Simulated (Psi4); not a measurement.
# BCl (SMILES [B]Cl) at HSE06/def2-TZVPPD

What is the vertical electron affinity of BCl at HSE06/def2-TZVPPD? 

The results are computed with Psi4 1.11.

## Step 1: The molecule

BCl has 2 atoms, charge 0, and is taken as a singlet. As SMILES, `[B]Cl`. The coordinates come from a PBE0-D4/def2-TZVP relaxation.

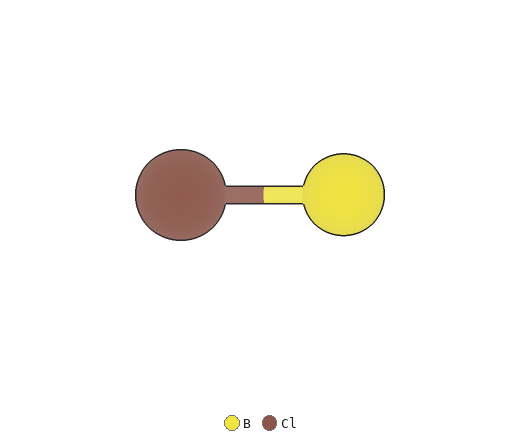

The structure, seen from a chosen angle (boron yellow, chlorine brown).

## Step 2: The energy at HSE06/def2-TZVPPD

Contents of job.in:

```
memory 1600 mb

molecule m {
  0 1
  B
  Cl 1 R2

  R2 = 1.71785
  units angstrom
  symmetry c1
  no_reorient
  no_com
}

set {
  basis def2-TZVPPD
  reference rks
  puream true
  e_convergence 1e-09
  d_convergence 1e-08
  scf_type pk
  dft_radial_points 99
  dft_spherical_points 590
}

e_tot, wfn = energy("hse06", return_wfn=True)
```

Launch:

```sh
psi4 -n 1 job.in job.out
```

job.out, cut to the lines that bear on the results:

```text
[...]
  Running in c1 symmetry.
[...]
  Nuclear repulsion =   26.183929276100937
[...]
  Multiplicity = 1
[...]
  Nalpha       = 11
  Nbeta        = 11
[...]
    Number of basis functions: 88
[...]
   @RKS iter   1:  -484.79493913239008   -2.39566e-01   3.44488e-03 ADIIS/DIIS
[...]
   @RKS iter   9:  -484.83301797089752   -2.44427e-12   4.47894e-09 DIIS
[...]
    Orbital Energies [Eh]
    ---------------------
    Doubly Occupied:
       1A   -101.745544     2A     -9.565953     3A     -7.294081
       4A     -7.291683     5A     -7.291683     6A     -6.881009
       7A     -0.896584     8A     -0.512956     9A     -0.391734
      10A     -0.391734    11A     -0.260017
[...]
  @RKS Final Energy:  -484.83301797089752
   => Energetics <=
    Nuclear Repulsion Energy =             26.1839292761009368
    One-Electron Energy =                -719.4743752963297538
    Two-Electron Energy =                 232.9937044229911862
    DFT Exchange-Correlation Energy =     -24.5362763736598772
    Empirical Dispersion Energy =           0.0000000000000000
    VV10 Nonlocal Energy =                  0.0000000000000000
    Total Energy =                       -484.8330179708975152
[...]
 Multipole Moments:
 ------------------------------------------------------------------------------------
     Multipole            Electronic (a.u.)      Nuclear  (a.u.)        Total (a.u.)
 ------------------------------------------------------------------------------------
 L = 1.  Multiply by 2.5417464519 to convert [e a0] to [Debye]
 Dipole X            :          0.0000000            0.0000000            0.0000000
 Dipole Y            :          0.0000000            0.0000000            0.0000000
 Dipole Z            :         -0.2400161            0.8694190            0.6294029
 Magnitude           :                                                    0.6294029
[...]
```

It took 14 s on 1 thread of Intel Xeon Platinum 8259CL at 2.50GHz (Skylake/Cascade Lake), shared host; peak memory 0.64 GiB.

## Step 3: The doublet anion: energy and forces at UHSE06/def2-TZVPPD

Contents of bcl.xyz:

```xyz
2
BCl
B      0.000000     0.000000    -0.069660
Cl     0.000000     0.000000     1.648190
```

Contents of run.py:

```python
import numpy as np
from ase.calculators.psi4 import Psi4
from ase.io import read

atoms = read('bcl.xyz')
calc = Psi4(atoms=atoms, method='hse06', basis='def2-TZVPPD', memory='1600MB', num_threads=1, charge=-1, multiplicity=2, label='calc', reference='uks')
calc.psi4.set_options({'puream': True, 'e_convergence': 1e-09, 'd_convergence': 1e-08, 'scf_type': 'pk', 'dft_radial_points': 99, 'dft_spherical_points': 590, 'maxiter': 100})
atoms.calc = calc

forces = atoms.get_forces()
print(f'energy: {atoms.get_potential_energy():.6f} eV')
print('forces / eV A^-1')
print(np.round(forces, 5))
```

Launch:

```sh
python run.py
```

calc.dat, cut to the lines that bear on the results:

```text
[...]
  Running in c1 symmetry.
[...]
  Nuclear repulsion =   26.183929276100940
[...]
  Multiplicity = 2
[...]
  Nalpha       = 12
  Nbeta        = 11
[...]
    Number of basis functions: 88
[...]
   @UKS iter   1:  -484.66387971708735   -1.08508e-01   5.57866e-03 ADIIS/DIIS
[...]
   @UKS iter  12:  -484.82756173719673   -1.30740e-11   6.17973e-09 DIIS
[...]
   @S^2 Observed:                7.577450083E-01
[...]
  @UKS Final Energy:  -484.82756173719673
   => Energetics <=
    Nuclear Repulsion Energy =             26.1839292761009403
    One-Electron Energy =                -724.9859613062003518
    Two-Electron Energy =                 238.7041156906749677
    DFT Exchange-Correlation Energy =     -24.7296453977723125
    Empirical Dispersion Energy =           0.0000000000000000
    VV10 Nonlocal Energy =                  0.0000000000000000
    Total Energy =                       -484.8275617371967883
[...]
 Multipole Moments:
 ------------------------------------------------------------------------------------
     Multipole            Electronic (a.u.)      Nuclear  (a.u.)        Total (a.u.)
 ------------------------------------------------------------------------------------
 L = 1.  Multiply by 2.5417464519 to convert [e a0] to [Debye]
 Dipole X            :         -0.0000000            0.0000000           -0.0000000
 Dipole Y            :         -0.0000002            0.0000000           -0.0000002
 Dipole Z            :          1.5373070            0.8694190            2.4067260
 Magnitude           :                                                    2.4067260
[...]
  -Total Gradient:
     Atom            X                  Y                   Z
    ------   -----------------  -----------------  -----------------
       1       -0.000000000024    -0.000000000231     0.046238671125
       2        0.000000000024     0.000000000231    -0.046233343711
[...]
```

The script printed:

```text
energy: -13192.829938 eV
forces / eV A^-1
[[ 0.       0.      -2.37769]
 [-0.      -0.       2.37741]]
```

Wall time 29 s (1 thread of Intel Xeon Platinum 8259CL at 2.50GHz (Skylake/Cascade Lake), shared host); peak memory 0.65 GiB.

## Step 4: Results

At HSE06/def2-TZVPPD:

| quantity | value |
| --- | --- |
| singlet BCl: total energy | -484.83302 Eh |
| singlet BCl: dipole moment | 1.60 D |
| singlet BCl: HOMO energy | -7.08 eV |
| singlet BCl: LUMO energy | -2.32 eV |
| singlet BCl: HOMO–LUMO gap | 4.75 eV |
| doublet anion: total energy | -484.82756 Eh |
| doublet anion: HOMO energy (highest over α and β) | 2.57 eV |
| doublet anion: LUMO energy (lowest over α and β) | 3.56 eV |
| doublet anion: ⟨S²⟩ | 0.758 |
| doublet anion: largest force on an atom | 2.378 eV/Å |
| vertical electron affinity (to the doublet anion) | -0.148 eV |

What this shows: The anion lies 0.15 eV (14.3 kJ/mol) above the neutral: the electron isn't bound at this level, and such a value depends on the basis. The HOMO (doublet anion) lies at positive energy, 2.57 eV; only total energies tell whether the electron is bound.
